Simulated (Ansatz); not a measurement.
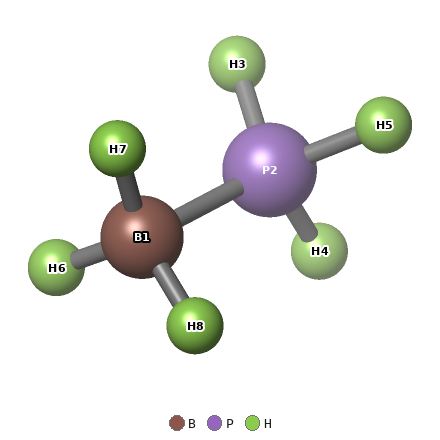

The system is BH₆P with the probe F-; the picture shows it without the atoms that are moved over the map. The probe is moved over the molecule's main plane. First axis: x of the probe's F atom. Second axis: y of the probe's F atom. Nothing is relaxed (molecule and probe rigid). The scan uses a 17 × 17 grid. At 34 points there is no value (left out of the scan, as a rule where atoms come close). Points are written as (first, second). All energies are given in kJ/mol relative to molecule and probe far apart, each relaxed in its own basis (no counterpoise correction). Energies and slopes of some neighbouring points disagree (a jump in structure or state, or too coarse a mesh). Theory: RKS r2SCAN0-D4/def2-SVPD in Ansatz.

Range: x of the probe's F atom from −4.32 to 4.32 Å; y of the probe's F atom from −4.32 to 4.32 Å.

> What landscape does the calculation give?

The lowest grid point is at (2.70 Å, −2.16 Å) [nearest 1 H at 1.58 Å], −125 kJ/mol from molecule and probe far apart, each relaxed in its own basis (no counterpoise correction). The highest grid point, (−0.54 Å, 1.08 Å) [nearest 1 H at 0.90 Å], lies 1269 kJ/mol above the lowest.

| y of the probe's F atom ↓, x of the probe's F atom → | −3.78 | −2.70 | −1.62 | −0.54 | 0.54 | 1.62 | 2.70 | 3.78 |
| --- | --- | --- | --- | --- | --- | --- | --- | --- |
| 4.32 | 17 | 14 | 5 | −9 | −24 | −33 | −34 | −30 |
| 3.24 | 23 | 18 | 5 | −21 | −57 | −72 | −64 | −48 |
| 2.16 | 30 | 43 | 162 | 93 | −79 | −78 | −105 | −74 |
| 1.08 | 38 | 170 | – | 1143 | – | 1027 | −36 | −98 |
| 0.00 | 39 | 190 | – | – | – | – | 22 | −106 |
| −1.08 | 38 | 150 | 994 | 976 | – | – | −20 | −99 |
| −2.16 | 32 | 45 | 101 | 36 | −8 | −20 | −125 | −79 |
| −3.24 | 25 | 22 | 10 | −21 | −62 | −87 | −76 | −52 |
| −4.32 | 18 | 15 | 6 | −9 | −26 | −38 | −38 | −32 |

The table holds every second grid line.

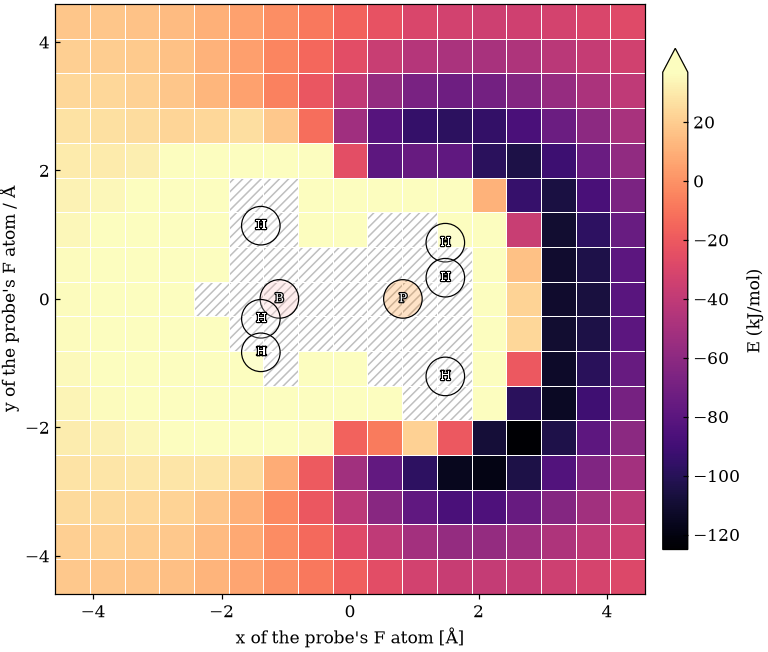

The picture shows one coloured cell a grid point, labelled circles for the molecule's atoms, projected on the plane, one colour for all values above the top of the scale, hatched blanks where no value was computed.

The whole map (255 points run) took 47 min on 1 thread of Arm Neoverse N1 (shared host).
